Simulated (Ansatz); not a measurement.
**TiAl: energy over the lattice constants a and c**

A grid of calculations on TiAl (P4/mmm, No. 123; 2 atoms in the cell), to see where the energy is lowest and how it rises around there.

Method: DFT PBEsol, scalar-relativistic, plane waves, PAW, in Ansatz 0.2.0.

39 further runs of the same task are left out: 39 set aside as unsound or not needed.

## 1. The structure to begin with

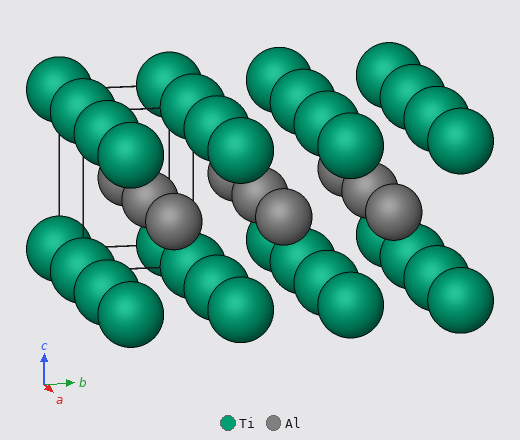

The starting structure, seen slightly off an axis (titanium teal, aluminium grey). 3×3×1 cells are drawn. Atoms on the faces are drawn again on the opposite ones.

As a file:

```cif
data_structure
_symmetry_space_group_name_H-M 'P 1'
_symmetry_Int_Tables_number 1
_cell_length_a 2.7950
_cell_length_b 2.7950
_cell_length_c 4.0387
_cell_angle_alpha 90.000
_cell_angle_beta 90.000
_cell_angle_gamma 90.000
_cell_volume 31.55
loop_
_atom_site_label
_atom_site_type_symbol
_atom_site_fract_x
_atom_site_fract_y
_atom_site_fract_z
_atom_site_occupancy
Ti1 Ti 0.00000 0.00000 0.00000 1
Al1 Al 0.50000 0.50000 0.50000 1
```

This cell was relaxed beforehand with the same method: volume 15.78 Å³/atom, gap on the mesh none (metal).

## 2. Reference cell

Input file input.yaml:

```yaml
crystal:
  lattice:
    - [2.7950114548, 0.0, 0.0]
    - [0.0, 2.7950114548, 0.0]
    - [0.0, 0.0, 4.0387033694]
  atoms:
    - { symbol: Ti, position: [0.0, 0.0, 0.0] }
    - { symbol: Al, position: [0.5, 0.5, 0.5] }
basis:
  ecutwfc: 520.0
kpoints:
  mp_grid: { grid: [16, 16, 12] }
hamiltonian:
  xc: pbesol
scf:
  occupations: { method: gaussian, width: 0.15 }
output:
  forces: true
  stress: true
  eigenvalues: true
```

On the command line:

```sh
$ ansatz run input.yaml --threads 1 --pin off --max-ram 2048MiB --backend cpu --events-out ev --progress --plain --runs-dir out
```

Output, cut to the lines that bear on the results:

```text
[...]
SCF converged after 6 iterations
Free energy (F): -2999.277866 eV
[...]
E sigma→0 (E₀):  -2999.267728 eV
Entropy (-TS):   -0.020275 eV (-10.137 meV/atom)
Fermi energy:    11.245988 eV
[...]
--- Forces (eV/Å), atoms counted from 1 ---
  atom   1  Ti    -0.00000000     0.00000000     0.00000000
  atom   2  Al     0.00000000    -0.00000000    -0.00000000
[...]
--- Stress (GPa, compression-positive) ---
        0.047274       0.000000       0.000000
        0.000000       0.047274       0.000000
        0.000000       0.000000      -0.060459
  P = ⅓ Tr σ = 0.0114 GPa (0.114 kbar)
--- Band table (eV; the first three rows and the last of 315) ---
  k-point 0: bands = ["-45.0564", "-21.5624", "-21.1014", "-21.1014", "2.0976", "9.3051", "10.3684", "10.9029", "13.4898", "13.4898", "14.6584", "17.6116"]
[...]
```

It took 3.6 s on 1 thread of Intel Xeon 6975P-C (Granite Rapids), shared host; peak memory 0.49 GiB.

## 3. The grid

The energy is mapped over the lattice constants a and c of the conventional cell.

The axes are (1) lattice constant a (and b): 9 values from 2.655 to 2.935 Å; (2) lattice constant c: 9 values from 3.837 to 4.241 Å.

Nothing else is relaxed (symmetry fixes all fractional coordinates). Energies count from the relaxed crystal. Points are written as (first, second).

Of the runs on the grid, 8 are shown in the steps below; the others differ only in the two coordinates.

## 4. The run at (2.655 Å, 3.938 Å)

Edit input.yaml of step 2 so:

```diff
@@ -2,5 +2,5 @@
   lattice:
-    - [2.7950114548, 0.0, 0.0]
-    - [0.0, 2.7950114548, 0.0]
-    - [0.0, 0.0, 4.0387033694]
+    - [2.6553, 0.0, 0.0]
+    - [0.0, 2.6553, 0.0]
+    - [0.0, 0.0, 3.9377]
   atoms:
```

On the command line:

```sh
$ ansatz run input.yaml --threads 1 --pin off --max-ram 2048MiB --backend cpu --events-out ev --progress --plain --runs-dir out
```

Output, cut to the lines that bear on the results:

```text
Warning: RAYON_NUM_THREADS=1 ignored (pool sized by the plan → 1); use --threads N
[...]
Pseudopotentials: kind: paw
Pseudopotential: Ti, paw, valence charge 12, recommended cutoff 420 eV (normal), Ti.paw.azcp
Pseudopotential: Al, paw, valence charge 3, recommended cutoff 420 eV (normal), Al.paw.azcp
Functional definition: PBEsol
[...]
Crystal: 2 atoms, lattice volume = 27.763 Å³
Basis set: ecut = 520 eV, 755 PW (Γ), exchange–correlation on 40×40×60 points (8 copies of the dense FFT grid, shifted against one another)
Bands: 12, of which v1, the nominal top of the filled ones, is band 8 counted from 1 (7 counted from 0)
Symmetry: 16 space group operations
Space group: P4/mmm (ITA 123), of the structure as read, at distance tolerance 3.0e-5 Å
k-points: 315 of 3072
[...]
SCF iter   1: F=—  HF=-2999.067200 eV  |F-HF|=—  |Δ(HF+E_count)|=         —  Δρ=5.77e-3  dr2=1.00e-2  ethr=1.77e-3  ⟨swp⟩=4.9  Hψ=18852  notcnv=0
[...]
SCF iter   6: F=-2999.063885 eV  HF=-2999.063885 eV  |F-HF|=2.30e-10  |Δ(HF+E_count)|=   1.93e-8  Δρ=1.91e-6  dr2=6.13e-10  ethr=5.31e-10  ⟨swp⟩=2.4  Hψ=12641  notcnv=0
[...]
SCF converged after 6 iterations
Free energy (F): -2999.063885 eV
[...]
E sigma→0 (E₀):  -2999.054530 eV
Entropy (-TS):   -0.018710 eV (-9.355 meV/atom)
Fermi energy:    13.044049 eV
[...]
--- Forces (eV/Å), atoms counted from 1 ---
  atom   1  Ti     0.00000000     0.00000000     0.00000000
  atom   2  Al     0.00000000     0.00000000     0.00000000
[...]
--- Stress (GPa, compression-positive) ---
       20.506451       0.000000       0.000000
        0.000000      20.506451       0.000000
        0.000000       0.000000      17.917043
  P = ⅓ Tr σ = 19.6433 GPa (196.433 kbar)
--- Band table (eV; the first three rows and the last of 315) ---
  k-point 0: bands = ["-42.9686", "-19.5008", "-18.8783", "-18.8783", "3.2804", "10.7764", "11.9577", "12.6056", "15.7151", "15.7151", "17.1392", "20.1210"]
[...]
```

Run time: 3.4 s. Hardware: 1 thread of Intel Xeon 6975P-C (Granite Rapids), shared host; peak memory 0.47 GiB.

Energy on the map's scale: 107 meV/atom.

## 5. The run at (2.655 Å, 3.837 Å)

Edit input.yaml of step 4 so:

```diff
@@ -4,3 +4,3 @@
     - [0.0, 2.6553, 0.0]
-    - [0.0, 0.0, 3.9377]
+    - [0.0, 0.0, 3.8368]
   atoms:
```

On the command line:

```sh
$ ansatz run input.yaml --threads 1 --pin off --max-ram 2048MiB --backend cpu --events-out ev --progress --plain --runs-dir out
```

Output, cut to the lines that bear on the results:

```text
Warning: RAYON_NUM_THREADS=1 ignored (pool sized by the plan → 1); use --threads N
[...]
[... 4 set-up lines as earlier in the session ...]
[...]
Crystal: 2 atoms, lattice volume = 27.052 Å³
Basis set: ecut = 520 eV, 699 PW (Γ), exchange–correlation on 40×40×60 points (8 copies of the dense FFT grid, shifted against one another)
Bands: 12, of which v1, the nominal top of the filled ones, is band 8 counted from 1 (7 counted from 0)
[... 2 set-up lines as earlier in the session ...]
k-points: 315 of 3072
[...]
SCF iter   1: F=—  HF=-2998.972604 eV  |F-HF|=—  |Δ(HF+E_count)|=         —  Δρ=5.44e-3  dr2=1.01e-2  ethr=1.77e-3  ⟨swp⟩=5.0  Hψ=18878  notcnv=0
[...]
SCF iter   6: F=-2998.969190 eV  HF=-2998.969190 eV  |F-HF|=6.37e-12  |Δ(HF+E_count)|=   1.96e-8  Δρ=2.01e-6  dr2=5.26e-10  ethr=2.92e-10  ⟨swp⟩=2.5  Hψ=13424  notcnv=0
[...]
SCF converged after 6 iterations
Free energy (F): -2998.969190 eV
[...]
E sigma→0 (E₀):  -2998.959965 eV
Entropy (-TS):   -0.018449 eV (-9.224 meV/atom)
Fermi energy:    13.428675 eV
[...]
--- Forces (eV/Å), atoms counted from 1 ---
  atom   1  Ti    -0.00000000     0.00000000     0.00000000
  atom   2  Al     0.00000000    -0.00000000     0.00000000
[...]
--- Stress (GPa, compression-positive) ---
       24.905410       0.000000       0.000000
        0.000000      24.905410       0.000000
        0.000000       0.000000      24.734368
  P = ⅓ Tr σ = 24.8484 GPa (248.484 kbar)
--- Band table (eV; the first three rows and the last of 315) ---
  k-point 0: bands = ["-42.5289", "-19.0714", "-18.4440", "-18.4440", "3.5817", "11.1549", "12.2976", "13.3454", "16.1035", "16.1035", "17.5443", "21.0561"]
[...]
```

Wall time 3.4 s (1 thread of Intel Xeon 6975P-C (Granite Rapids), shared host); peak memory 0.47 GiB.

Energy on the map's scale: 154 meV/atom.

## 6. Grid point (2.655 Å, 4.241 Å)

Edit input.yaml of step 5 so:

```diff
@@ -4,3 +4,3 @@
     - [0.0, 2.6553, 0.0]
-    - [0.0, 0.0, 3.8368]
+    - [0.0, 0.0, 4.2406]
   atoms:
```

On the command line:

```sh
$ ansatz run input.yaml --threads 1 --pin off --max-ram 2048MiB --backend cpu --events-out ev --progress --plain --runs-dir out
```

Output, cut to the lines that bear on the results:

```text
Warning: RAYON_NUM_THREADS=1 ignored (pool sized by the plan → 1); use --threads N
[...]
[... 4 set-up lines as earlier in the session ...]
[...]
Crystal: 2 atoms, lattice volume = 29.899 Å³
Basis set: ecut = 520 eV, 811 PW (Γ), exchange–correlation on 40×40×64 points (8 copies of the dense FFT grid, shifted against one another)
Bands: 12, of which v1, the nominal top of the filled ones, is band 8 counted from 1 (7 counted from 0)
[... 1 set-up line as earlier in the session ...]
Space group: P4/mmm (ITA 123), of the structure as read, at distance tolerance 3.1e-5 Å
k-points: 315 of 3072
[...]
SCF iter   1: F=—  HF=-2999.180871 eV  |F-HF|=—  |Δ(HF+E_count)|=         —  Δρ=6.25e-3  dr2=8.67e-3  ethr=1.77e-3  ⟨swp⟩=4.9  Hψ=18933  notcnv=0
[...]
SCF iter   6: F=-2999.178132 eV  HF=-2999.178132 eV  |F-HF|=9.96e-10  |Δ(HF+E_count)|=   1.79e-8  Δρ=3.79e-6  dr2=3.51e-9  ethr=6.67e-10  ⟨swp⟩=5.1  Hψ=15535  notcnv=0
[...]
SCF converged after 6 iterations
Free energy (F): -2999.178132 eV
[...]
E sigma→0 (E₀):  -2999.167648 eV
Entropy (-TS):   -0.020969 eV (-10.484 meV/atom)
Fermi energy:    12.015841 eV
[...]
--- Forces (eV/Å), atoms counted from 1 ---
  atom   1  Ti    -0.00000000    -0.00000000     0.00000000
  atom   2  Al     0.00000000    -0.00000000     0.00000000
[...]
--- Stress (GPa, compression-positive) ---
       10.602395       0.000000       0.000000
        0.000000      10.602395       0.000000
        0.000000       0.000000       0.204325
  P = ⅓ Tr σ = 7.1364 GPa (71.364 kbar)
--- Band table (eV; the first three rows and the last of 315) ---
  k-point 0: bands = ["-44.1464", "-20.6425", "-20.0484", "-20.0484", "2.4671", "9.7024", "10.6919", "11.0019", "14.6846", "14.6846", "16.0319", "17.5598"]
[...]
```

Wall time 3.6 s (1 thread of Intel Xeon 6975P-C (Granite Rapids), shared host); peak memory 0.48 GiB.

On the map this point reads 50 meV/atom.

## 7. The run at (2.865 Å, 3.837 Å)

Edit input.yaml of step 6 so:

```diff
@@ -2,5 +2,5 @@
   lattice:
-    - [2.6553, 0.0, 0.0]
-    - [0.0, 2.6553, 0.0]
-    - [0.0, 0.0, 4.2406]
+    - [2.8649, 0.0, 0.0]
+    - [0.0, 2.8649, 0.0]
+    - [0.0, 0.0, 3.8368]
   atoms:
```

On the command line:

```sh
$ ansatz run input.yaml --threads 1 --pin off --max-ram 2048MiB --backend cpu --events-out ev --progress --plain --runs-dir out
```

Output, cut to the lines that bear on the results:

```text
Warning: RAYON_NUM_THREADS=1 ignored (pool sized by the plan → 1); use --threads N
[...]
[... 4 set-up lines as earlier in the session ...]
[...]
Crystal: 2 atoms, lattice volume = 31.491 Å³
Basis set: ecut = 520 eV, 855 PW (Γ), exchange–correlation on 48×48×60 points (8 copies of the dense FFT grid, shifted against one another)
Bands: 12, of which v1, the nominal top of the filled ones, is band 8 counted from 1 (7 counted from 0)
[... 1 set-up line as earlier in the session ...]
Space group: P4/mmm (ITA 123), of the structure as read, at distance tolerance 3.2e-5 Å
k-points: 315 of 3072
[...]
SCF iter   1: F=—  HF=-2999.253084 eV  |F-HF|=—  |Δ(HF+E_count)|=         —  Δρ=3.46e-3  dr2=4.89e-3  ethr=1.77e-3  ⟨swp⟩=5.0  Hψ=18858  notcnv=0
[...]
SCF iter   6: F=-2999.251448 eV  HF=-2999.251448 eV  |F-HF|=1.06e-9  |Δ(HF+E_count)|=   1.02e-8  Δρ=4.75e-6  dr2=4.50e-9  ethr=6.67e-10  ⟨swp⟩=4.3  Hψ=11164  notcnv=0
[...]
SCF converged after 6 iterations
Free energy (F): -2999.251448 eV
[...]
E sigma→0 (E₀):  -2999.241260 eV
Entropy (-TS):   -0.020377 eV (-10.188 meV/atom)
Fermi energy:    11.321710 eV
[...]
--- Forces (eV/Å), atoms counted from 1 ---
  atom   1  Ti    -0.00000000     0.00000000     0.00000000
  atom   2  Al     0.00000000     0.00000000     0.00000000
[...]
--- Stress (GPa, compression-positive) ---
       -1.552693       0.000000       0.000000
        0.000000      -1.552693       0.000000
        0.000000       0.000000       3.381857
  P = ⅓ Tr σ = 0.0922 GPa (0.922 kbar)
--- Band table (eV; the first three rows and the last of 315) ---
  k-point 0: bands = ["-45.0115", "-21.5072", "-21.1220", "-21.1220", "2.1721", "9.5267", "10.3955", "11.7777", "13.3956", "13.3956", "14.4484", "18.5077"]
[...]
```

Wall time 3.7 s (1 thread of Intel Xeon 6975P-C (Granite Rapids), shared host); peak memory 0.49 GiB.

That is 13 meV/atom from the zero.

## 8. Point (2.795 Å, 3.988 Å)

Edit input.yaml of step 7 so:

```diff
@@ -2,5 +2,5 @@
   lattice:
-    - [2.8649, 0.0, 0.0]
-    - [0.0, 2.8649, 0.0]
-    - [0.0, 0.0, 3.8368]
+    - [2.7950114548, 0.0, 0.0]
+    - [0.0, 2.7950114548, 0.0]
+    - [0.0, 0.0, 3.9882]
   atoms:
```

On the command line:

```sh
$ ansatz run input.yaml --threads 1 --pin off --max-ram 2048MiB --backend cpu --events-out ev --progress --plain --runs-dir out
```

Output, cut to the lines that bear on the results:

```text
[...]
SCF converged after 6 iterations
Free energy (F): -2999.275222 eV
[...]
E sigma→0 (E₀):  -2999.265224 eV
Entropy (-TS):   -0.019996 eV (-9.998 meV/atom)
Fermi energy:    11.416762 eV
[...]
--- Forces (eV/Å), atoms counted from 1 ---
  atom   1  Ti    -0.00000000     0.00000000     0.00000000
  atom   2  Al     0.00000000    -0.00000000     0.00000000
[...]
--- Stress (GPa, compression-positive) ---
        1.231848       0.000000       0.000000
        0.000000       1.231848       0.000000
        0.000000       0.000000       2.215047
  P = ⅓ Tr σ = 1.5596 GPa (15.596 kbar)
--- Band table (eV; the first three rows and the last of 315) ---
  k-point 0: bands = ["-44.8615", "-21.3697", "-20.9096", "-20.9096", "2.2199", "9.4800", "10.5194", "11.2218", "13.6640", "13.6640", "14.8364", "18.0234"]
[...]
```

Wall time 3.8 s (1 thread of Intel Xeon 6975P-C (Granite Rapids), shared host); peak memory 0.49 GiB.

On the map this point reads 1.3 meV/atom.

## 9. The run at (2.690 Å, 3.837 Å)

Edit input.yaml of step 8 so:

```diff
@@ -2,5 +2,5 @@
   lattice:
-    - [2.7950114548, 0.0, 0.0]
-    - [0.0, 2.7950114548, 0.0]
-    - [0.0, 0.0, 3.9882]
+    - [2.6902, 0.0, 0.0]
+    - [0.0, 2.6902, 0.0]
+    - [0.0, 0.0, 3.8368]
   atoms:
```

On the command line:

```sh
$ ansatz run input.yaml --threads 1 --pin off --max-ram 2048MiB --backend cpu --events-out ev --progress --plain --runs-dir out
```

Output, cut to the lines that bear on the results:

```text
[...]
SCF converged after 6 iterations
Free energy (F): -2999.067817 eV
[...]
E sigma→0 (E₀):  -2999.058430 eV
Entropy (-TS):   -0.018773 eV (-9.387 meV/atom)
Fermi energy:    13.040060 eV
[...]
--- Forces (eV/Å), atoms counted from 1 ---
  atom   1  Ti    -0.00000000     0.00000000     0.00000000
  atom   2  Al     0.00000000     0.00000000     0.00000000
[...]
--- Stress (GPa, compression-positive) ---
       19.348581       0.000000       0.000000
        0.000000      19.348581       0.000000
        0.000000       0.000000      20.160081
  P = ⅓ Tr σ = 19.6191 GPa (196.191 kbar)
--- Band table (eV; the first three rows and the last of 315) ---
  k-point 0: bands = ["-42.9757", "-19.5123", "-18.9338", "-18.9338", "3.3239", "10.8513", "11.9551", "13.0535", "15.6049", "15.6049", "16.9761", "20.6052"]
[...]
```

Wall time 4.6 s (1 thread of Intel Xeon 6975P-C (Granite Rapids), shared host); peak memory 0.48 GiB.

That is 105 meV/atom from the zero.

## 10. The run at (2.900 Å, 3.887 Å)

Edit input.yaml of step 9 so:

```diff
@@ -2,5 +2,5 @@
   lattice:
-    - [2.6902, 0.0, 0.0]
-    - [0.0, 2.6902, 0.0]
-    - [0.0, 0.0, 3.8368]
+    - [2.8998, 0.0, 0.0]
+    - [0.0, 2.8998, 0.0]
+    - [0.0, 0.0, 3.8873]
   atoms:
```

On the command line:

```sh
$ ansatz run input.yaml --threads 1 --pin off --max-ram 2048MiB --backend cpu --events-out ev --progress --plain --runs-dir out
```

Output, cut to the lines that bear on the results:

```text
[...]
SCF converged after 6 iterations
Free energy (F): -2999.236721 eV
[...]
E sigma→0 (E₀):  -2999.226195 eV
Entropy (-TS):   -0.021051 eV (-10.526 meV/atom)
Fermi energy:    10.833157 eV
[...]
--- Forces (eV/Å), atoms counted from 1 ---
  atom   1  Ti    -0.00000000     0.00000000     0.00000000
  atom   2  Al     0.00000000     0.00000000     0.00000000
[...]
--- Stress (GPa, compression-positive) ---
       -5.681223       0.000000       0.000000
        0.000000      -5.681223       0.000000
        0.000000       0.000000      -0.865824
  P = ⅓ Tr σ = -4.0761 GPa (-40.761 kbar)
--- Band table (eV; the first three rows and the last of 315) ---
  k-point 0: bands = ["-45.5874", "-22.0744", "-21.7140", "-21.7140", "1.8474", "9.1164", "9.9615", "11.2094", "12.8151", "12.8151", "13.8170", "17.7032"]
[...]
```

Wall time 3.9 s (1 thread of Intel Xeon 6975P-C (Granite Rapids), shared host); peak memory 0.5 GiB.

That is 21 meV/atom from the zero.

## 11. The run at (2.690 Å, 4.089 Å)

Edit input.yaml of step 10 so:

```diff
@@ -2,5 +2,5 @@
   lattice:
-    - [2.8998, 0.0, 0.0]
-    - [0.0, 2.8998, 0.0]
-    - [0.0, 0.0, 3.8873]
+    - [2.6902, 0.0, 0.0]
+    - [0.0, 2.6902, 0.0]
+    - [0.0, 0.0, 4.0892]
   atoms:
```

On the command line:

```sh
$ ansatz run input.yaml --threads 1 --pin off --max-ram 2048MiB --backend cpu --events-out ev --progress --plain --runs-dir out
```

Output, cut to the lines that bear on the results:

```text
[...]
SCF converged after 6 iterations
Free energy (F): -2999.211088 eV
[...]
E sigma→0 (E₀):  -2999.201190 eV
Entropy (-TS):   -0.019796 eV (-9.898 meV/atom)
Fermi energy:    12.130878 eV
[...]
--- Forces (eV/Å), atoms counted from 1 ---
  atom   1  Ti    -0.00000000     0.00000000     0.00000000
  atom   2  Al     0.00000000    -0.00000000     0.00000000
[...]
--- Stress (GPa, compression-positive) ---
       10.393189       0.000000       0.000000
        0.000000      10.393189       0.000000
        0.000000       0.000000       5.218797
  P = ⅓ Tr σ = 8.6684 GPa (86.684 kbar)
--- Band table (eV; the first three rows and the last of 315) ---
  k-point 0: bands = ["-44.0162", "-20.5298", "-19.9620", "-19.9620", "2.6257", "9.9347", "11.1420", "11.3282", "14.6853", "14.6853", "16.0155", "18.3856"]
[...]
```

It took 3.5 s on 1 thread of Intel Xeon 6975P-C (Granite Rapids), shared host; peak memory 0.49 GiB.

On the map this point reads 33 meV/atom.

## 12. The map

81 points were computed. Energies in meV/atom, from the relaxed crystal:

```csv
"lattice constant c (Å) ↓, lattice constant a (and b) (Å) →",2.655,2.690,2.725,2.760,2.795,2.830,2.865,2.900,2.935
4.241,50,29,18,15,21,35,55,82,115
4.190,51,28,14,9,12,24,42,67,99
4.140,56,29,12,5,6,15,31,54,83
4.089,64,33,13,3,1,8,22,43,70
4.039,75,41,18,4,0,4,16,34,59
3.988,89,52,25,9,1,2,11,27,50
3.938,107,66,36,16,5,4,10,23,43
3.887,129,84,50,26,12,7,10,21,38
3.837,154,105,67,40,22,13,13,21,35
```

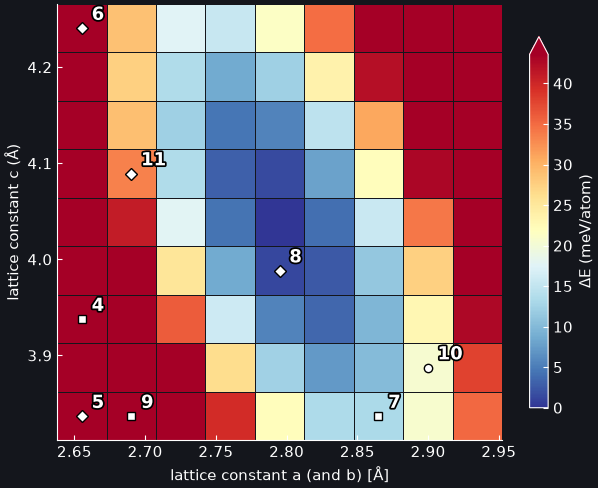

The map; numbers mark the steps of this session that print a point's run. The picture shows one coloured cell a grid point, one colour for all values above the top of the scale.

The pressure (GPa) at each point:

```tsv
lattice constant c (Å) ↓, lattice constant a (and b) (Å) →	2.655	2.690	2.725	2.760	2.795	2.830	2.865	2.900	2.935
4.241	7.1	3.5	0.2	−2.7	−5.3	−7.6	−9.7	−11.6	−13.2
4.190	8.9	5.1	1.7	−1.4	−4.1	−6.6	−8.7	−10.7	−12.4
4.140	10.8	6.8	3.3	0.1	−2.8	−5.4	−7.7	−9.8	−11.6
4.089	12.8	8.7	4.9	1.6	−1.4	−4.2	−6.6	−8.7	−10.7
4.039	15.0	10.6	6.7	3.2	0.0	−2.8	−5.4	−7.7	−9.7
3.988	17.2	12.7	8.6	4.9	1.6	−1.4	−4.1	−6.6	−8.7
3.938	19.6	14.9	10.6	6.7	3.2	0.0	−2.8	−5.4	−7.6
3.887	22.2	17.2	12.7	8.6	4.9	1.6	−1.4	−4.1	−6.5
3.837	24.8	19.6	14.9	10.6	6.7	3.2	0.1	−2.7	−5.2
```

## 13. What came out

```
              quantity                                                                               value
          lowest point                                                      (2.795 Å, 4.039 Å), 0 meV/atom
highest computed point                                   (2.655 Å, 3.837 Å), 154 meV/atom above the lowest
        pressure (GPa)  −13.2 at (2.935 Å, 4.241 Å) to 24.8 at (2.655 Å, 3.837 Å); 0.0 at the lowest point
   time for all points                                                    5.6 min on 1 thread, shared host
```

The lowest computed point is at (2.795 Å, 4.039 Å), which is the relaxed crystal itself. The grid shows no other well, apart from its symmetry copies. The highest computed point, (2.655 Å, 3.837 Å), lies 154 meV/atom above the lowest. Round the minimum the valley is somewhat tilted: raising lattice constant a (and b) shifts the best value of lattice constant c downwards (coupling k₁₂/√(k₁₁k₂₂) about 0.6).
